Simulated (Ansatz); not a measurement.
Starting cell, Y (hcp, Mg type):

```xyz
4
Lattice="7.3652 0.0000 0.0000 -1.8413 3.1892 0.0000 0.0000 0.0000 5.6984" Properties=species:S:1:pos:R:3 pbc="T T T"
Y      0.0000     2.1262     4.2738
Y      3.6826     2.1262     4.2738
Y      1.8413     1.0631     1.4246
Y      5.5239     1.0631     1.4246
```

Scan: atom 2 (Y, nearest neighbour Y at 3.555 Å; its periodic images, 3.7 Å or more away, move with it) is displaced along Cartesian x, direction (1.000, 0.000, 0.000) in Cartesian axes, by s. The other atoms stay.

Method: r2SCAN (plane waves to 500 eV, PAW, scalar-relativistic; Ansatz, a quantum-chemistry and plane-wave program). k mesh 6×12×7 (Γ-centred), Fermi-Dirac smearing 0.05 eV. Energies are smeared free energies. With partly filled bands, energies and forces of such displacements shift with the k mesh and the smearing. The PAW data are Ansatz's earlier set. Y is run without spin polarisation. Y was relaxed with its symmetry unable to fall. ΔE is measured from the undisplaced structure.

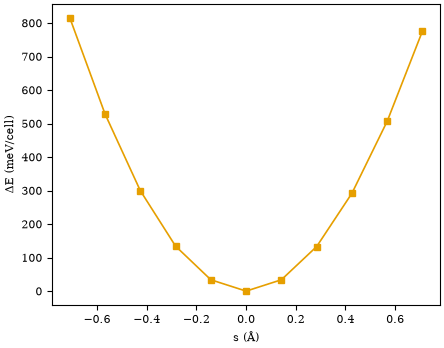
*ΔE (meV/cell) against s (Å); markers are the computed points, lines only join them.*

Problem. Is the energy the same for displacements of ±0.710 Å, and if not, which side lies higher?

Solution. Not even: the negative side lies higher at ±0.710 Å.

Problem. What is the energy change at s = 0.710 Å?

Solution. About 780 meV/cell.

(A displaced cell: forces are minus the slopes of the energy, force constants its curvatures, and phonons follow from these.)
